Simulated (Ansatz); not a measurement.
## Electronic structure of CH₄BNO in real space

Input file:

```
crystal:
  periodic: [false, false, false]
  atoms:
    - {symbol: B, position_ang: [-0.967607, 0.880912, -0.281339]}
    - {symbol: C, position_ang: [0.184905, -0.084554, -0.044169]}
    - {symbol: N, position_ang: [0.899960, -1.045262, 0.491366]}
    - {symbol: O, position_ang: [0.513742, 0.623735, -1.032453]}
    - {symbol: H, position_ang: [-1.895137, 0.509556, -0.937659]}
    - {symbol: H, position_ang: [-1.000717, 1.894425, 0.351652]}
    - {symbol: H, position_ang: [0.550114, -1.555455, 1.281671]}
    - {symbol: H, position_ang: [1.806742, -1.280455, 0.115031]}
basis:
  gaussian: {orbitals: def2-TZVPP}
hamiltonian: {xc: pbe0, dispersion: d4}
output: {orbitals: {seedname: orbitals}}
```

Run with:

```sh
ansatz run in.yaml --threads 2 --pin off --events-out ev --progress --plain --max-ram 4352MiB
```

Geometry: PBE0-D4/def2-TZVP.

All numbers below come from RKS PBE0-D4/def2-TZVPP (Ansatz 0.2.0).

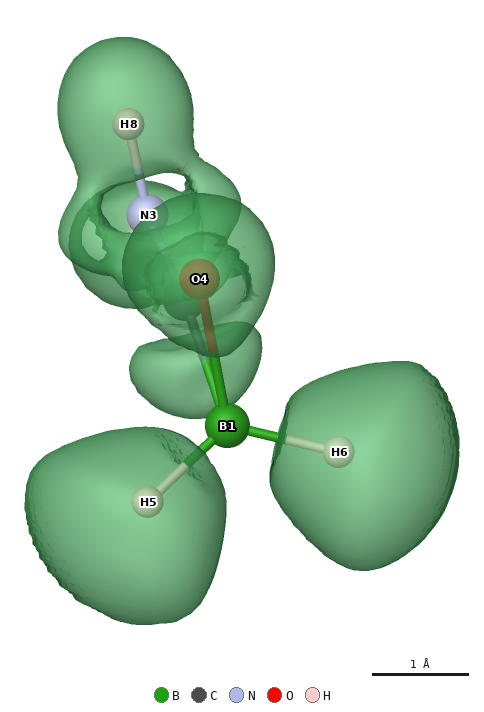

Figure 1. Isosurface of the electron localisation function at 0.8 (green), seen at an oblique angle. Core shells and regions of very low density are left out.

What do the ELF domains correspond to?

The surface consists of one region between bonded B–C atoms (shared pairs), two regions around hydrogen nuclei, one region on O in which the atom's valence shell and bonds are merged and one joined region spread over several atoms (H, N), in which their bonds and any lone pairs are merged. Profiles from the grid: C–O (1.26 Å): the ELF peaks at about 0.85 between the atoms, as expected for a short, strongly polar bond. C–N (1.31 Å): the ELF peaks at about 0.90 between the atoms (localised, covalent bonding).

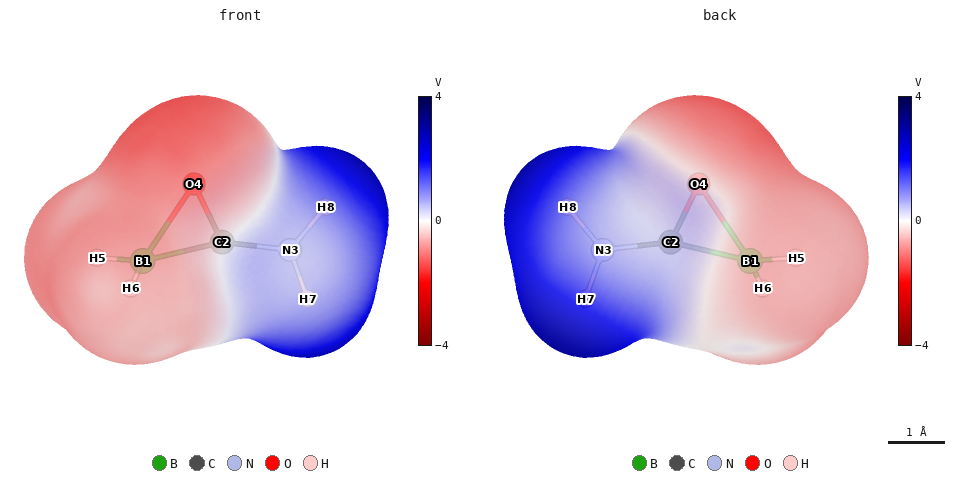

Figure 2. The electrostatic potential painted on the density surface at 0.002 e/bohr³, seen from the front and from behind; red is negative and blue positive.

Describe the electrostatic potential map.

The most negative region (about −1.3 V) lies over O4, the most positive (about +3.0 V) over H7. O4 is the likeliest acceptor of a hydrogen bond.

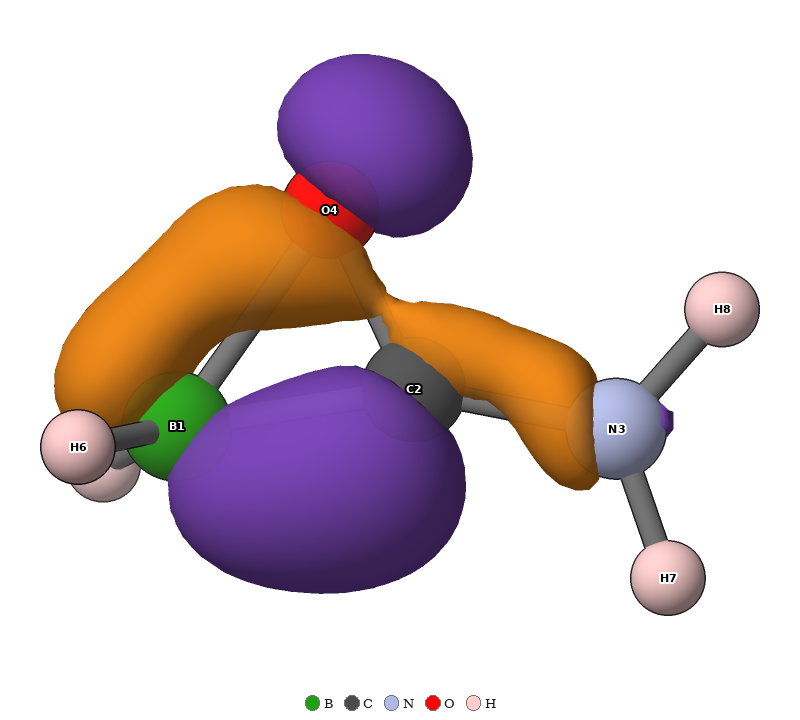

Figure 3. The HOMO at ±0.2 Å⁻³ᐟ² (orange and purple are the two phases), seen across its widest extent.

Where does this orbital lie, and at what energy?

Its weight (Hirshfeld) is mainly on O4 (about 35 %), C2 (about 30 %) and B1 (about 25 %). Its energy is −8.18 eV.

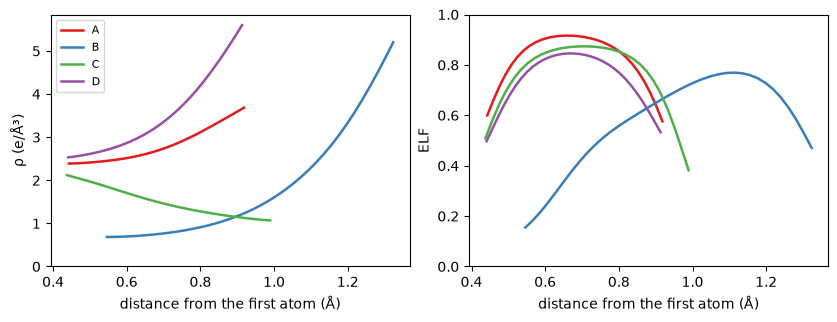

Figure 4. Electron density and ELF along straight lines between neighbouring atoms. The curves leave out the atomic cores.

Which curve belongs to which contact (B–O, C–B, C–N and C–O)? The first atom named is at distance zero.

Curve A: C–N (1.31 Å): ρ is about 2.6 e/Å³ halfway; the ELF peaks at about 0.90 between the atoms: localised, covalent bonding. Curve B: B–O (1.68 Å): ρ is about 1 e/Å³ halfway; the ELF peaks at about 0.75 in the valence shell of O, 0.6 Å from its nucleus, and is about 0.60 at the midpoint. Curve C: C–B (1.52 Å): ρ at the midpoint is about 1.3 e/Å³; the ELF peaks at about 0.85 between the atoms: a covalent bond. Curve D: C–O (1.26 Å): ρ is about 3 e/Å³ halfway; the ELF peaks at about 0.85 between the atoms: a polar covalent bond.
